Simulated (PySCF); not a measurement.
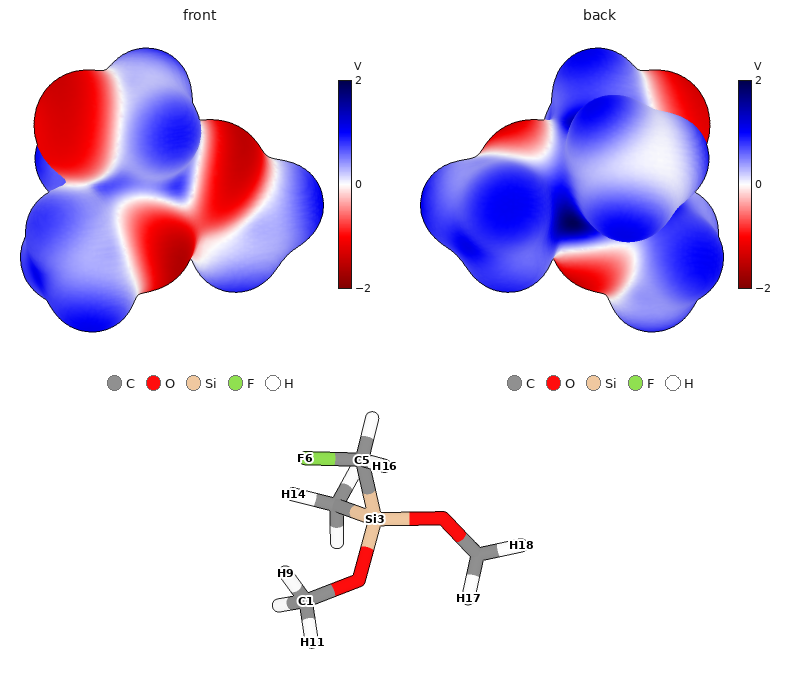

*C$_{4}$H$_{11}$FO$_{2}$Si. The electrostatic potential painted on the density surface at 0.004 e/bohr³, seen from the front and from behind; red is negative and blue positive. The bare structure is drawn below in the same view.*

Geometry: GFN2-xTB.

Theory: PBE0/pcSseg-1, SCF density, gas phase, non-relativistic in PySCF.

```xyz
19

C    -2.0455   -0.7728    1.1875
O    -0.7185   -0.3180    1.1202
Si    0.1076    0.2487   -0.1654
C     0.1653   -1.0363   -1.5728
C    -0.6161    1.9049   -0.8042
F    -1.9314    1.7175   -1.2022
O     1.5547    0.7175    0.3905
C     2.5193   -0.0611    1.0460
H    -2.7336   -0.0178    0.8059
H    -2.1672   -1.6868    0.6033
H    -2.2714   -0.9779    2.2339
H     0.9264   -0.7938   -2.3085
H     0.3873   -2.0294   -1.1881
H    -0.7839   -1.0957   -2.0980
H    -0.0927    2.3040   -1.6736
H    -0.6406    2.6757   -0.0315
H     2.0774   -0.5922    1.8894
H     3.2995    0.6105    1.4037
H     2.9536   -0.7878    0.3566
```

**Which sites attract a positive test charge, and which a negative one?**

A positive charge is drawn to the negative regions and a negative charge to the positive ones. The most negative region (about −1.5 V) lies over O2, the most positive (about +1.8 V) over Si3. O2 is the likeliest acceptor of a hydrogen bond.
